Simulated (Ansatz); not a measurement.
**One shape, several levels: doublet AlH+**

Aim: a comparison of 6 runs (UHF/3-21G, UCAM-B3LYP/3-21G, USVWN5/3-21G, UB2PLYP/cc-pVTZ, UCCSDTQ/3-21G, UBCCD(T)/cc-pVTZ) of doublet AlH+. 

The results are computed with Ansatz 0.2.0.

53 further runs of the same task are left out: 53 set aside as unsound or not needed.

### Step 1. The structure to begin with

The species is AlH+ (2 atoms), meant as a doublet with charge +1. SMILES of the parent species: `[AlH]`. Geometry: a GFN2-xTB relaxation, a rough one for these elements and not checked as a minimum. That shape belongs to the parent species and isn't relaxed for this state.

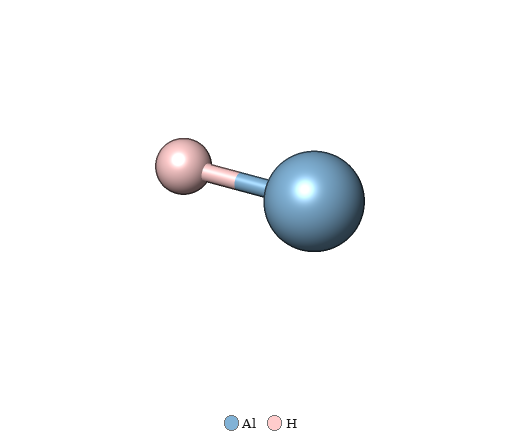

The structure, seen from a chosen angle (aluminium light blue, hydrogen pink).

### Step 2. The energy at UHF/3-21G (run 1)

Contents of job.yaml:

```yaml
crystal:
  periodic: [false, false, false]
  atoms:
    - symbol: Al
      position_ang: [0.000000, 0.000000, 0.000000]
    - symbol: H
      position_ang: [0.000000, 0.000000, 1.613470]
basis:
  gaussian:
    orbitals: 3-21G.json
total_charge: 1
magnetization:
  spin_polarized: true
  initial_magnetization: 1
hamiltonian:
  xc: hf
accuracy: high
```

The basis set 3-21G is read from a file made from the Basis Set Exchange's data (not shown).

Run with:

```sh
$ ansatz run job.yaml --threads 1 --pin off --max-ram 2610MiB --events-out events.jsonl --progress --plain --runs-dir runs
```

Standard output:

```text
Warning: RAYON_NUM_THREADS=1 ignored (pool sized by the plan → 1); use --threads N
Functional definition: HF
  name "HF"
  exchange = exact_x
  correlation = 0
280 factors; integrals over basis functions are off by at most 2.6e-9 eV
mean field evaluation 1: about -6553.6407 eV, gradient 5.2e0 eV
mean field evaluation 2: about -6553.6414 eV, gradient 5.2e0 eV
mean field evaluation 4: about -6554.1422 eV, gradient 5.4e-1 eV
mean field evaluation 8: about -6554.1496 eV, gradient 1.5e-3 eV
mean field -6554.14961867 eV, -240.8605559241 hartree, gradient 1.9e-8 eV, S^2 0.777658; 0 other end points of the search recorded, 0 dependent functions left out
reference -6554.14961867 eV, -240.8605559241 hartree; 7, 6 occupied and 8, 9 virtual orbitals, 280 factors
Total energy: -6554.14961867 eV, -240.8605559241 hartree
```

Run time: 0.2 s. Hardware: 1 thread of Intel Xeon Platinum 8259CL at 2.50GHz (Skylake/Cascade Lake), shared host.

### Step 3. A single-point energy at UCAM-B3LYP/3-21G (run 2)

Contents of in.yaml:

```yaml
crystal:
  periodic: [false, false, false]
  atoms:
    - {symbol: Al, position_ang: [0.000000, 0.000000, 0.000000]}
    - {symbol: H, position_ang: [0.000000, 0.000000, 1.613470]}
basis:
  gaussian: {orbitals: 3-21G.json}
total_charge: 1
magnetization: {spin_polarized: true, initial_magnetization: 1}
hamiltonian: {xc: {name: CAM-B3LYP}}
accuracy: high
```

The basis set 3-21G is read from a file made from the Basis Set Exchange's data (not shown).

Run with:

```sh
$ ansatz run in.yaml --threads 1 --pin off --max-ram 2610MiB --events-out events.jsonl --progress --plain --runs-dir runs
```

Standard output:

```text
Warning: RAYON_NUM_THREADS=1 ignored (pool sized by the plan → 1); use --threads N
Functional definition: CAM-B3LYP
  name "CAM-B3LYP"
  parameter alpha = 0.19
  parameter beta = 0.46
  parameter omega = 0.33/bohr
  parameter ac = 0.81
  exchange = (1 - alpha - beta)*b88_x + beta*b88_x_sr(omega) + alpha*exact_x + beta*exact_x_lr(omega)
  correlation = (1 - ac)*vwn5_c + ac*lyp_c
280 factors; integrals over basis functions are off by at most 2.6e-9 eV
132 factors; integrals over basis functions are off by at most 1.8e-9 eV
mean field evaluation 1: about -6566.2655 eV, gradient 6.6e0 eV
mean field evaluation 2: about -6566.7824 eV, gradient 2.1e0 eV
mean field evaluation 4: about -6566.8311 eV, gradient 4.0e-1 eV
mean field evaluation 8: about -6566.8330 eV, gradient 1.1e-2 eV
mean field evaluation 16: about -6566.8330 eV, gradient 5.8e-7 eV
mean field -6566.83296283 eV, -241.3266602248 hartree, gradient 8.1e-8 eV, S^2 0.760218; 0 other end points of the search recorded, 0 dependent functions left out
reference -6566.83297533 eV, -241.3266606840 hartree; 7, 6 occupied and 8, 9 virtual orbitals, 280 factors
Total energy: -6566.83297533 eV, -241.3266606840 hartree
```

Run time: 1.2 s. Hardware: 1 thread of Intel Xeon Platinum 8259CL at 2.50GHz (Skylake/Cascade Lake), shared host; peak memory 0.11 GiB.

Runs 3 to 5 aren't shown in full; the table further down has their settings and results.

### Step 4. The energy at UBCCD(T)/cc-pVTZ (run 6)

Contents of job.yaml:

```yaml
crystal:
  periodic: [false, false, false]
  atoms:
    - {symbol: Al, position_ang: [0.000000, 0.000000, 0.000000]}
    - {symbol: H, position_ang: [0.000000, 0.000000, 1.613470]}
basis:
  gaussian: {orbitals: cc-pVTZ}
total_charge: 1
magnetization: {spin_polarized: true, initial_magnetization: 1}
correlation: {method: bccd_t, frozen_orbitals: {Al: 5, H: 0}}
accuracy: high
scf: {omitted_lower_state_checks: [cluster_reference, increment]}
```

Run with:

```sh
$ ansatz run job.yaml --threads 1 --pin off --max-ram 2610MiB --events-out events.jsonl --progress --plain --runs-dir runs
```

Standard output (excerpt; [...] marks lines left out):

```text
Warning: RAYON_NUM_THREADS=1 ignored (pool sized by the plan → 1); use --threads N
[... 2 set-up lines as earlier in the session ...]
[...]
632 factors; integrals over basis functions are off by at most 3.7e-9 eV
[...]
mean field -6590.48956342 eV, -242.1960242615 hartree, gradient 5.8e-8 eV, S^2 0.778216; 0 other end points of the search recorded, 0 dependent functions left out
5 core orbitals not correlated: weight in the atoms' cores, before any rotation towards them, 1.000 or more for the frozen orbitals, at most 0.000 for the correlated occupied ones
reference -6590.48956342 eV, -242.1960242615 hartree; 2, 1 occupied and 41, 42 virtual orbitals, 632 factors
second order -0.90338555 eV of doubles, -0.00000000 eV of singles
cycle   1  -1.10755080 eV  change   -2.0e-1 eV  update   4.6e-2
[...]
cycle  22  -1.24319552 eV  change   2.1e-10 eV  update  1.1e-10
perturbative correction -0.01817524 eV, -0.0006679277 hartree
Total energy: -6591.75093418 eV, -242.2423787819 hartree
Checks for a lower state left out: cluster_reference, increment
```

It took 2 s on 1 thread of Intel Xeon Platinum 8259CL at 2.50GHz (Skylake/Cascade Lake), shared host; peak memory 0.19 GiB.

### Step 5. The series

```csv
run,level,frozen core orbitals,energy (Eh),⟨S²⟩,wall time
1,UHF/3-21G,–,-240.860556,0.778,0.2 s
2,UCAM-B3LYP/3-21G,–,-241.326661,0.760,1.2 s
3,USVWN5/3-21G,–,-240.259118,0.753,0.53 s
4,UB2PLYP/cc-pVTZ,5,-242.566109,0.766,2.2 s
5,UCCSDTQ/3-21G,5,-240.890930,0.778,3.6 s
6,UBCCD(T)/cc-pVTZ,5,-242.242379,0.778,2 s
```

### Step 6. What came out

| quantity | value |
| --- | --- |
| run 6: total energy | -242.24238 Eh |
| run 6: correlation energy (5 core orbitals frozen) | -46.4 mEh |
| run 6: (T) correction | -0.67 mEh |
| run 6: ⟨S²⟩ of the reference determinant | 0.778 |

In words: Totals of different functionals can't be ranked against each other. All runs together took 9.8 s, the longest 3.6 s.
